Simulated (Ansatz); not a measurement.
# KLi (Lithium Potassium) at B3LYP/6-31G(d) (Cartesian functions)

Aim: the electronic atomisation energy of KLi (Lithium Potassium) at B3LYP/6-31G* (Cartesian functions), from 3 runs. 

The calculation is run with Ansatz 0.2.0.

38 further runs of the same task are left out: 38 set aside as unsound or not needed.

### 1 The molecule

KLi: 2 atoms, total charge 0, spin state singlet. As SMILES, `[Li][K]`. The bond length is the measured one.

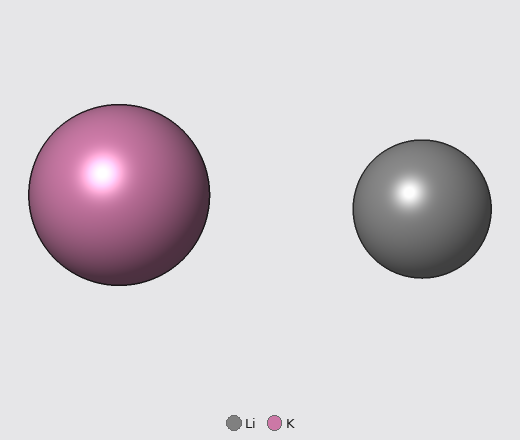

Viewed from a chosen angle; lithium grey, potassium pink.

### 2 A single-point energy at B3LYP/6-31G(d) (Cartesian functions)

Contents of in.yaml:

```yaml
crystal:
  periodic: [false, false, false]
  atoms:
    - {symbol: Li, position_ang: [0.000000, 0.000000, 0.000000]}
    - {symbol: K, position_ang: [0.000000, 0.000000, 3.270000]}
basis:
  gaussian:
    orbitals: "6-31G*"
hamiltonian:
  xc: {name: B3LYP}
accuracy: high
output:
  orbitals: {seedname: orbitals}
```

The run is started by

```bash
$ ansatz run in.yaml --threads 1 --pin off --max-ram 3480MiB --events-out events.jsonl --progress --plain --runs-dir runs
```

What it wrote:

```text
Warning: RAYON_NUM_THREADS=1 ignored (pool sized by the plan → 1); use --threads N
Functional definition: B3LYP
  name "B3LYP"
  parameter a0 = 0.2
  parameter ax = 0.72
  parameter ac = 0.81
  exchange = (1 - a0 - ax)*slater_x + ax*b88_x + a0*exact_x
  correlation = (1 - ac)*vwn_rpa_c + ac*lyp_c
905 factors; integrals over basis functions are off by at most 3.5e-9 eV
mean field evaluation 1: about -16528.2147 eV, gradient 5.0e0 eV
mean field evaluation 2: about -16528.1761 eV, gradient 6.2e0 eV
mean field evaluation 4: about -16528.3755 eV, gradient 2.7e-1 eV
mean field evaluation 8: about -16528.3771 eV, gradient 2.5e-2 eV
mean field evaluation 16: about -16528.3771 eV, gradient 6.3e-7 eV
mean field -16528.37708675 eV, -607.4066546015 hartree, gradient 1.3e-8 eV, S^2 0.000000; 0 other end points of the search recorded, 0 dependent functions left out
reference -16528.37711151 eV, -607.4066555116 hartree; 11, 11 occupied and 39, 39 virtual orbitals, 905 factors
Total energy: -16528.37711151 eV, -607.4066555116 hartree
```

Wall time 4.8 s (1 thread of Intel Xeon Platinum 8488C (Sapphire Rapids), shared host); peak memory 0.15 GiB.

### 3 The K atom

Contents of run.yaml:

```yaml
crystal:
  periodic: [false, false, false]
  atoms:
    - {symbol: K, position_ang: [0.000000, 0.000000, 0.000000]}
basis:
  gaussian:
    orbitals: "6-31G*"
magnetization:
  spin_polarized: true
  initial_magnetization: 1
hamiltonian:
  xc: {name: B3LYP}
accuracy: high
```

The run is started by

```bash
$ ansatz run run.yaml --threads 1 --pin off --max-ram 3480MiB --events-out events.jsonl --progress --plain --runs-dir runs
```

What it wrote, cut to the lines that bear on the results:

```text
Warning: RAYON_NUM_THREADS=1 ignored (pool sized by the plan → 1); use --threads N
[... 7 set-up lines as earlier in the session ...]
312 factors; integrals over basis functions are off by at most 2.4e-9 eV
mean field evaluation 1: about -16323.8669 eV, gradient 3.6e-1 eV
mean field evaluation 2: about -16323.8674 eV, gradient 3.6e-1 eV
mean field evaluation 4: about -16323.8718 eV, gradient 5.8e-2 eV
mean field evaluation 8: about -16323.8720 eV, gradient 3.0e-4 eV
mean field evaluation 16: about -16323.8720 eV, gradient 1.9e-8 eV
mean field -16323.87195360 eV, -599.8912295770 hartree, gradient 2.2e-8 eV, S^2 0.750022; 0 other end points of the search recorded, 0 dependent functions left out
reference -16323.87198429 eV, -599.8912307047 hartree; 10, 9 occupied and 25, 26 virtual orbitals, 312 factors
Total energy: -16323.87198429 eV, -599.8912307047 hartree
```

Wall time 4.5 s (1 thread of Intel Xeon Platinum 8488C (Sapphire Rapids), shared host); peak memory 0.17 GiB.

### 4 The Li atom at the same level

Contents of in.yaml:

```yaml
crystal:
  periodic: [false, false, false]
  atoms:
    - {symbol: Li, position_ang: [0.000000, 0.000000, 0.000000]}
basis:
  gaussian: {orbitals: "6-31G*"}
magnetization: {spin_polarized: true, initial_magnetization: 1}
hamiltonian: {xc: {name: B3LYP}}
accuracy: high
```

Run the same way, it converges to -7.49098 Eh (log not shown).

### 5 Summary of results

At B3LYP/6-31G* (Cartesian functions):

| quantity | value |
| --- | --- |
| molecule: total energy | -607.40666 Eh |
| molecule: HOMO energy | -3.22 eV |
| molecule: LUMO energy | -1.39 eV |
| molecule: HOMO–LUMO gap | 1.83 eV |
| K atom: total energy | -599.89123 Eh |
| K atom: ⟨S²⟩ | 0.750 |
| Li atom: total energy | -7.49098 Eh |
| Li atom: ⟨S²⟩ | 0.750 |
| electronic atomisation energy | 0.665 eV |

What this shows: Taking the molecule apart into free atoms costs 0.67 eV (64.2 kJ/mol), before zero-point energy and without spin-orbit coupling.
